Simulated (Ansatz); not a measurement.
System: AlB$_{2}$As$_{3}$.

```xyz
6
Lattice="3.7912 0.0000 0.0000 0.0000 3.7912 0.0000 0.0000 0.0000 8.0246" Properties=species:S:1:pos:R:3 pbc="T T T"
Al    0.0000    0.0000    4.0123
B     0.0000    0.0000    6.0720
B     0.0000    0.0000    1.9525
As    0.0000    0.0000    0.0000
As    1.8956    1.8956    4.0123
As    1.8956    1.8956    0.0000
```

Space group P4/mmm; a structure generated by program, which may or may not match a known phase.

The calculation used DFT PBE, scalar-relativistic, plane waves, PAW in Ansatz 0.2.0.

> Predict the valence pseudo-density and electron localisation function between the atoms.

B–As (1.95 Å): ρ at the midpoint is about 0.9 e/Å³; the ELF peaks at about 0.90 between the atoms.
Al–B (2.06 Å): the density is about 0.54 e/Å³ at the midpoint; the ELF peaks at about 1 between the atoms.
Bader's partition of the density gives Al +2.04, B −0.39 and As −0.99 to −0.05 e.

> Which way does charge flow, and how much by Bader's partition?

Electrons move from Al towards B and As. Bader charges: Al +2.04, B −0.39 and As −0.99 to −0.05 e.

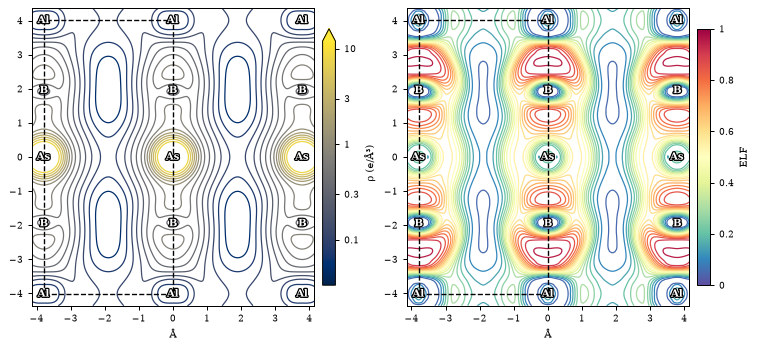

Computed valence pseudo-density and electron localisation function on the (010) plane of the conventional cell, in this order. 
